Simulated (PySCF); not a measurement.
PN

```xyz
2

P     0.0000    0.0000   -0.4648
N     0.0000    0.0000    1.0282
```

All numbers below come from PBE0/aug-pcseg-1, non-relativistic, at a bond length of 1.493 Å (PySCF).

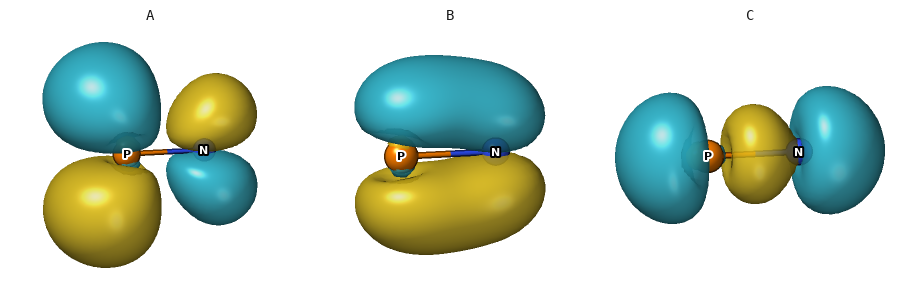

Figure 1. Three frontier orbitals, each drawn at the value that holds 80 % of its norm (yellow and cyan are the two phases), in no order; of a degenerate pair one member is drawn.

> Label each orbital by symmetry, say whether it is occupied, and order them by energy.

Orbital B: π, occupied, −9.58 eV; bonding, with no node between the atoms.
Orbital C: σ, occupied, −9.41 eV; shared between the atoms (P 35 %, N 65 %).
Orbital A: π, empty, −2.44 eV; antibonding, with a node between the atoms.

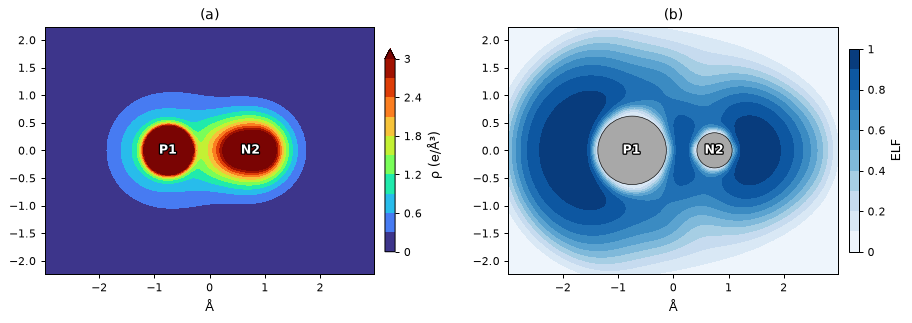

Figure 2. (a) total electron density; (b) electron localisation function on a plane that holds the molecular axis. Grey discs cover the atomic cores in the ELF map.

> Interpret the plot.

- The plane passes through P and N nuclei.
- P–N (1.49 Å): the density is about 1.9 e/Å³ at the midpoint; the ELF peaks at about 0.85 between the atoms, as expected for a short, strongly polar bond.
- The ELF also peaks beside P1 and N2, away from the bonds: lone-pair regions.

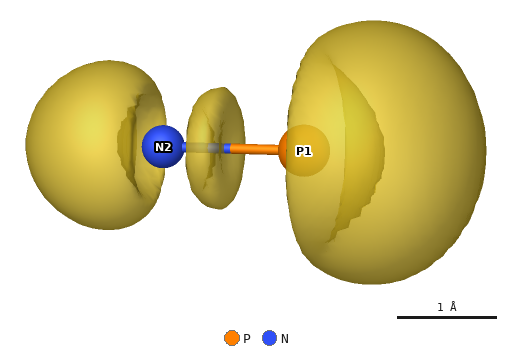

Figure 3. Isosurface of the electron localisation function at 0.8 (yellow), seen from one side. Only the valence region is drawn (cores and ρ < 0.01 e/Å³ removed).

> Where are the electrons localised?

At this value the surface marks out one region between bonded N–P atoms (shared pairs), one lobe on N, pointing away from the bonds (lone pairs) and one lobe on P, pointing away from the bonds (lone pairs).

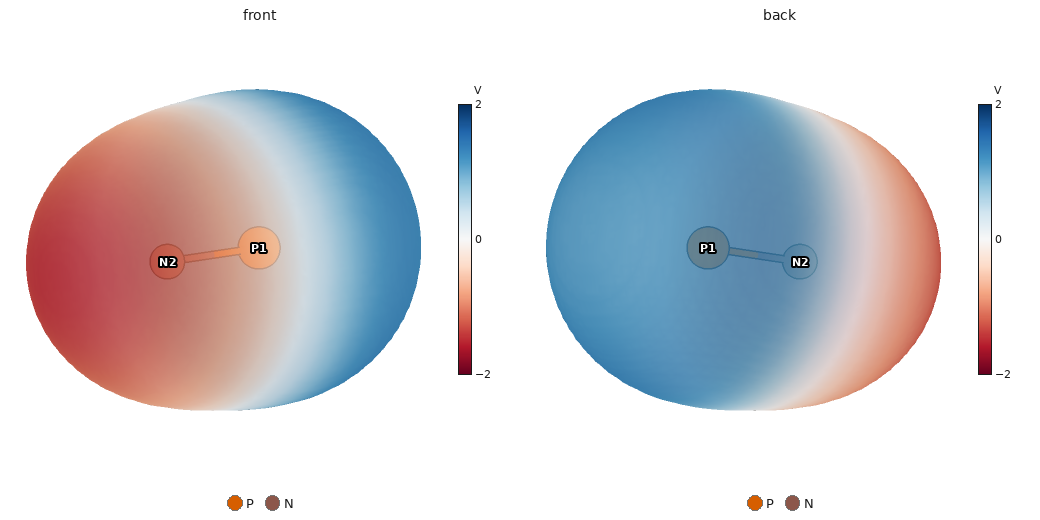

Figure 4. The electrostatic potential painted on the density surface at 0.002 e/bohr³, seen from the front and from behind; red is negative and blue positive.

> Describe the electrostatic potential map.

The most negative region (about −1.6 V) lies over N2, the most positive (about +1.3 V) over P1. N2 is the likeliest acceptor of a hydrogen bond.
